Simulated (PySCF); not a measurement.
```yaml
atoms:
  - { symbol: Si, position_ang: [-0.1765, -0.2525, -0.4050] }
  - { symbol: C, position_ang: [-0.2310, -0.3399, 1.4423] }
  - { symbol: C, position_ang: [0.5017, 0.8036, 2.1397] }
  - { symbol: H, position_ang: [0.1908, -1.3175, 1.7340] }
  - { symbol: H, position_ang: [-1.2943, -0.3687, 1.7373] }
  - { symbol: H, position_ang: [0.4350, 0.7139, 3.2341] }
  - { symbol: H, position_ang: [1.5698, 0.8181, 1.8733] }
  - { symbol: H, position_ang: [0.0792, 1.7816, 1.8619] }
  - { symbol: N, position_ang: [1.4422, -0.2508, -0.9614] }
  - { symbol: C, position_ang: [2.5523, -0.2473, -1.4110] }
  - { symbol: O, position_ang: [3.6370, -0.2456, -1.8377] }
  - { symbol: N, position_ang: [-0.9268, 1.1775, -0.9711] }
  - { symbol: C, position_ang: [-1.4103, 2.1487, -1.4793] }
  - { symbol: O, position_ang: [-1.8877, 3.0972, -1.9593] }
  - { symbol: N, position_ang: [-0.9778, -1.5870, -1.1097] }
  - { symbol: C, position_ang: [-1.5066, -2.5138, -1.6538] }
  - { symbol: O, position_ang: [-2.0254, -3.4183, -2.1739] }
```

Geometry: PBE0-D3(BJ)/def2-SVP.

Method: PBE0/pcSseg-1, SCF density, gas phase, non-relativistic in PySCF.

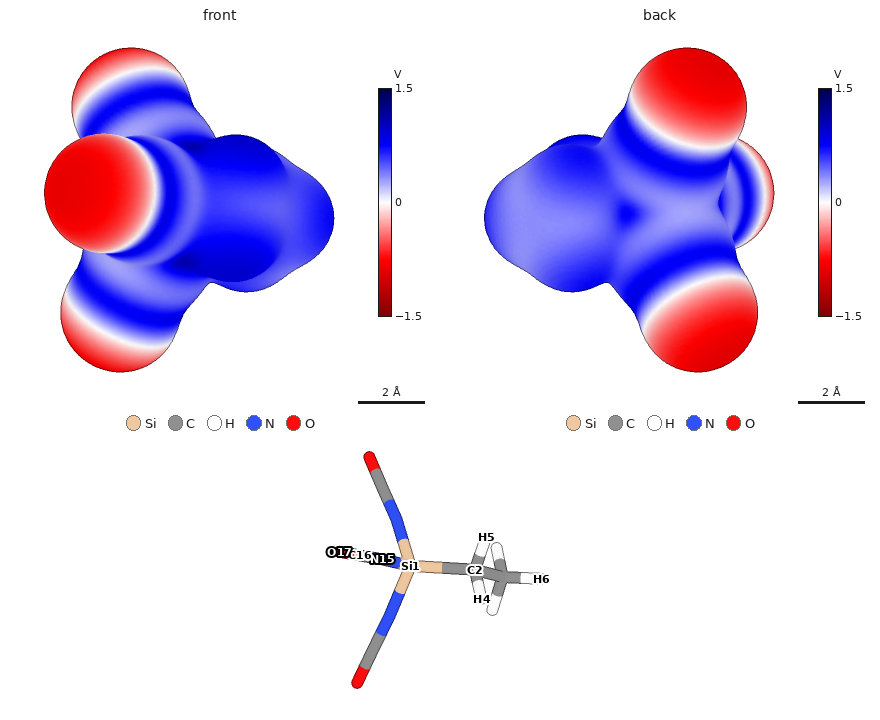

C5H5N3O3Si. The electrostatic potential painted on the density surface at 0.001 e/bohr³, seen from the front and from behind; red is negative and blue positive. The bare structure is drawn below in the same view.

Question: Where is the surface potential most negative and most positive?

Answer: The most negative region (about −0.9 V, or −21 kcal/mol for a unit charge) lies over O11, O14 and O17, the most positive (about +1.0 V, or +23 kcal/mol for a unit charge) over Si1.

Question: How polar is the molecule by this calculation?

Answer: Its dipole moment is 2.96 D.
